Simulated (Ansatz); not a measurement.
**Geometry relaxation of C2H10AlNSi (part 2 of 2)**

Continued. System: C2H10AlNSi, SMILES [CH3][Al]([NH2])[CH2][SiH3]. Method: RKS BLYP/def2-SVP (Ansatz 0.2.0). It belongs to a series of runs on one base structure; here: end point B relaxed.

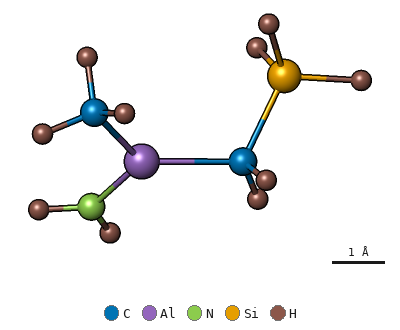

**Figure 1.** The geometry at step 18 of the log (ball-and-stick view, seen at a tilt).

Output, continued:
```
Atom 12 at     0.624854     2.211692     1.472311 Å, force     0.002073    -0.001685    -0.000424 eV/Å
Atom 13 at     2.359648     0.974858     2.632761 Å, force     0.000005     0.000302    -0.000124 eV/Å
Atom 14 at     2.476517     1.260704     0.225957 Å, force    -0.001158    -0.000496     0.002244 eV/Å
Dipole moment:    -0.080085    -0.303814    -0.195781 e Å
```

Trajectory as extended XYZ (Å, eV, eV/Å), 7 of the 35 frames kept, from step=1 to step=35:
```
15
Properties=species:S:1:pos:R:3:forces:R:3 step=1 energy=-18192.57982
C    -2.0032    0.4516   -0.6565   -0.5727   1.3952  -0.2993
Al   -0.4086   -0.6207   -0.5937    1.1268  -1.0632  -0.3780
N     0.1109   -1.6179   -2.1374   -1.9316   1.4766   0.1606
C     0.7584   -0.6554    1.0682   -3.4952  -0.0403   0.0770
Si    1.2761    1.0505    1.4599   -0.4461   0.5354   1.0375
H    -2.9262   -0.1347   -0.8873    0.1723   0.1420   0.0648
H    -1.9179    1.2599   -1.4641   -0.1313  -0.6735   0.5445
H    -2.1601    1.0198    0.3012   -0.0737  -0.2942  -0.3459
H     0.0156   -2.5979   -1.8590    0.2152  -0.5810  -0.2566
H    -0.6878   -1.4395   -2.8485    1.3776  -0.5221   0.9220
H     1.5495   -1.3305    0.9429    1.8236  -1.3806  -0.2144
H     0.0839   -1.0433    1.9242    0.6953   0.3737  -0.8231
H     0.0660    1.9667    1.6627    0.3671  -0.2172  -0.1056
H     2.0526    1.0315    2.7251    0.2832   0.3022   0.3092
H     2.0952    1.5544    0.3751    0.5894   0.5470  -0.6927
15
Properties=species:S:1:pos:R:3:forces:R:3 step=7 energy=-18193.32595
C    -2.1798    0.5076   -0.7056   -0.0044   0.0023   0.0154
Al   -0.5696   -0.6267   -0.5538    0.0114  -0.0387  -0.0319
N    -0.1336   -1.6903   -1.9327   -0.0111   0.0158   0.0043
C     0.6196   -0.6421    1.0315   -0.0130   0.0002   0.0102
Si    1.3946    1.0202    1.5039    0.0141  -0.0020  -0.0123
H    -3.0745   -0.0639   -1.0332    0.0088  -0.0088   0.0023
H    -2.0286    1.3136   -1.4563    0.0060   0.0127   0.0000
H    -2.4321    1.0036    0.2544   -0.0167   0.0041  -0.0033
H     0.6731   -2.3199   -1.9701    0.0061   0.0010  -0.0020
H    -0.6574   -1.7610   -2.8104    0.0058  -0.0023   0.0118
H     1.4322   -1.3886    0.8918   -0.0066   0.0041  -0.0082
H     0.0201   -0.9873    1.9054    0.0035   0.0115   0.0024
H     0.3258    2.0407    1.7857    0.0058   0.0040   0.0049
H     2.2734    0.9354    2.7240   -0.0059  -0.0008  -0.0015
H     2.2413    1.5534    0.3783   -0.0039  -0.0030   0.0080
15
Properties=species:S:1:pos:R:3:forces:R:3 step=12 energy=-18193.33197
C    -2.2322    0.4678   -0.6925   -0.0375   0.0015  -0.0276
Al   -0.5921   -0.6221   -0.5378   -0.0029  -0.0193  -0.0041
N    -0.1056   -1.6553   -1.9219   -0.0209   0.0086  -0.0132
C     0.5802   -0.6203    1.0592   -0.0092   0.0149  -0.0016
Si    1.4495    1.0143    1.4595    0.0046  -0.0160   0.0209
H    -3.0408   -0.0533   -1.2511    0.0430   0.0229   0.0283
H    -2.0226    1.4118   -1.2440   -0.0061  -0.0123   0.0236
H    -2.6412    0.7609    0.2977    0.0036  -0.0077  -0.0228
H     0.7272   -2.2499   -1.9581    0.0023  -0.0029  -0.0072
H    -0.6190   -1.7375   -2.8050    0.0154  -0.0031   0.0185
H     1.3514   -1.4150    0.9588    0.0091  -0.0039  -0.0030
H    -0.0395   -0.8889    1.9450   -0.0024   0.0048   0.0029
H     0.4434    2.1075    1.6954    0.0004   0.0070  -0.0103
H     2.3143    0.9294    2.6897    0.0037   0.0026  -0.0069
H     2.3312    1.4452    0.3178   -0.0032   0.0027   0.0025
15
Properties=species:S:1:pos:R:3:forces:R:3 step=18 energy=-18193.33568
C    -2.2400    0.4559   -0.6826   -0.0466   0.0418  -0.0185
Al   -0.5978   -0.6305   -0.5317    0.0016   0.0008   0.0053
N    -0.1114   -1.6670   -1.9126   -0.0037   0.0051  -0.0117
C     0.5735   -0.6090    1.0663   -0.0037   0.0012   0.0025
Si    1.4641    1.0215    1.4347    0.0036   0.0019  -0.0037
H    -2.9644    0.0403   -1.4181    0.0496   0.0427   0.0623
H    -1.9910    1.4899   -1.0189   -0.0338  -0.0812   0.0383
H    -2.7657    0.5582    0.2933    0.0282  -0.0036  -0.0834
H     0.7261   -2.2546   -1.9562    0.0002  -0.0022   0.0016
H    -0.6270   -1.7485   -2.7940    0.0031  -0.0051   0.0056
H     1.3356   -1.4150    0.9846    0.0008   0.0006   0.0007
H    -0.0515   -0.8506    1.9562    0.0010   0.0003   0.0005
H     0.4739    2.1384    1.6253    0.0029  -0.0012   0.0008
H     2.3158    0.9578    2.6751   -0.0023  -0.0001  -0.0028
H     2.3642    1.4081    0.2914   -0.0009  -0.0012   0.0026
15
Properties=species:S:1:pos:R:3:forces:R:3 step=24 energy=-18193.33831
C    -2.2564    0.4436   -0.6801   -0.0257   0.0193   0.0068
Al   -0.6044   -0.6263   -0.5277    0.0037  -0.0013  -0.0029
N    -0.1049   -1.6625   -1.9044    0.0032  -0.0024  -0.0016
C     0.5607   -0.5940    1.0749    0.0035  -0.0011   0.0046
Si    1.4873    1.0230    1.4134   -0.0071   0.0001  -0.0088
H    -2.9017    0.1260   -1.5266    0.0153   0.0119   0.0193
H    -2.0148    1.5191   -0.8361   -0.0095  -0.0325   0.0059
H    -2.8693    0.3938    0.2467    0.0163  -0.0001  -0.0317
H     0.7349   -2.2476   -1.9409   -0.0017   0.0013   0.0046
H    -0.6173   -1.7547   -2.7865   -0.0029   0.0034   0.0010
H     1.3070   -1.4164    1.0114   -0.0022  -0.0009   0.0000
H    -0.0702   -0.8047    1.9683   -0.0005  -0.0005  -0.0016
H     0.5220    2.1648    1.5825    0.0029   0.0011   0.0025
H     2.3368    0.9625    2.6552    0.0008   0.0016  -0.0012
H     2.3946    1.3679    0.2627    0.0039   0.0001   0.0031
15
Properties=species:S:1:pos:R:3:forces:R:3 step=29 energy=-18193.33899 accepted=F
C    -2.2769    0.4293   -0.6747   -0.0632   0.0384   0.0132
Al   -0.6117   -0.6207   -0.5210    0.0127   0.0074  -0.0084
N    -0.0948   -1.6499   -1.8969   -0.0140   0.0078   0.0273
C     0.5470   -0.5784    1.0864   -0.0050  -0.0061   0.0023
Si    1.5143    1.0218    1.3881    0.0012   0.0032  -0.0075
H    -2.8284    0.2290   -1.6199    0.0323   0.0235   0.0748
H    -2.0634    1.5229   -0.6372   -0.0254  -0.0976  -0.0045
H    -2.9722    0.2175    0.1707    0.0553   0.0255  -0.0821
H     0.7464   -2.2336   -1.9246   -0.0096  -0.0006  -0.0131
H    -0.6079   -1.7494   -2.7777    0.0157  -0.0042  -0.0073
H     1.2724   -1.4210    1.0461   -0.0040   0.0039   0.0006
H    -0.0930   -0.7510    1.9815    0.0032   0.0003  -0.0002
H     0.5796    2.1936    1.5203    0.0012  -0.0007   0.0023
H     2.3551    0.9726    2.6364   -0.0015   0.0005  -0.0005
H     2.4379    1.3118    0.2351    0.0010  -0.0013   0.0030
15
Properties=species:S:1:pos:R:3:forces:R:3 step=35 energy=-18193.33975
C    -2.2943    0.4142   -0.6689   -0.0062   0.0030   0.0039
Al   -0.6158   -0.6138   -0.5177    0.0004   0.0002   0.0007
N    -0.0872   -1.6352   -1.8942    0.0029  -0.0027  -0.0108
C     0.5338   -0.5682    1.0959    0.0025   0.0027   0.0024
Si    1.5340    1.0164    1.3741   -0.0025  -0.0017  -0.0026
H    -2.8138    0.2565   -1.6371    0.0021   0.0016   0.0054
H    -2.1061    1.5051   -0.5653   -0.0023  -0.0085  -0.0016
H    -3.0091    0.1442    0.1391    0.0053   0.0029  -0.0072
H     0.7595   -2.2105   -1.9249   -0.0004   0.0006   0.0052
H    -0.5864   -1.7244   -2.7842   -0.0020   0.0027   0.0044
H     1.2424   -1.4256    1.0744   -0.0014   0.0010  -0.0002
H    -0.1137   -0.7114    1.9906    0.0006   0.0000  -0.0013
H     0.6249    2.2117    1.4723    0.0021  -0.0017  -0.0004
H     2.3596    0.9749    2.6328    0.0000   0.0003  -0.0001
H     2.4765    1.2607    0.2260   -0.0012  -0.0005   0.0022
```

The run was set up as follows.

The input:
```yaml
crystal:
  periodic: [false, false, false]
  atoms:
    - { symbol: C, position_ang: [-2.0032, 0.4516, -0.6565] }
    - { symbol: Al, position_ang: [-0.4086, -0.6207, -0.5937] }
    - { symbol: "N", position_ang: [0.1109, -1.6179, -2.1374] }
    - { symbol: C, position_ang: [0.7584, -0.6554, 1.0682] }
    - { symbol: Si, position_ang: [1.2761, 1.0505, 1.4599] }
    - { symbol: H, position_ang: [-2.9262, -0.1347, -0.8873] }
    - { symbol: H, position_ang: [-1.9179, 1.2599, -1.4641] }
    - { symbol: H, position_ang: [-2.1601, 1.0198, 0.3012] }
    - { symbol: H, position_ang: [0.01563, -2.59785, -1.85896] }
    - { symbol: H, position_ang: [-0.68777, -1.43949, -2.8485] }
    - { symbol: H, position_ang: [1.5495, -1.3305, 0.9429] }
    - { symbol: H, position_ang: [0.0839, -1.0433, 1.9242] }
    - { symbol: H, position_ang: [0.066, 1.9667, 1.6627] }
    - { symbol: H, position_ang: [2.0526, 1.0315, 2.7251] }
    - { symbol: H, position_ang: [2.0952, 1.5544, 0.3751] }
basis:
  gaussian: { orbitals: def2-SVP }
hamiltonian:
  xc: blyp
relax:
  f_tol: 0.015
  max_steps: 40
```

Run as:
```bash
ansatz run input.yaml --threads 2 --pin off --max-ram 3072MiB --backend cpu --events-out ev --progress --plain --runs-dir out
```

Key numbers:

```json
{"quantity": "outcome", "value": "converged"}
{"quantity": "total energy", "value": "−18193.3402 eV"}
{"quantity": "mean-field energy", "value": "−18193.3402 eV"}
{"quantity": "largest force (length of the vector) at the end", "value": "0.012 eV/Å"}
{"quantity": "hardware", "value": "2 threads of INTEL XEON PLATINUM @ 2.30GHz (Emerald Rapids), 24 GiB of memory available, shared host"}
{"quantity": "wall time", "value": "63 s (CPU time 2 min)"}
{"quantity": "peak memory", "value": "0.19 GiB"}
```
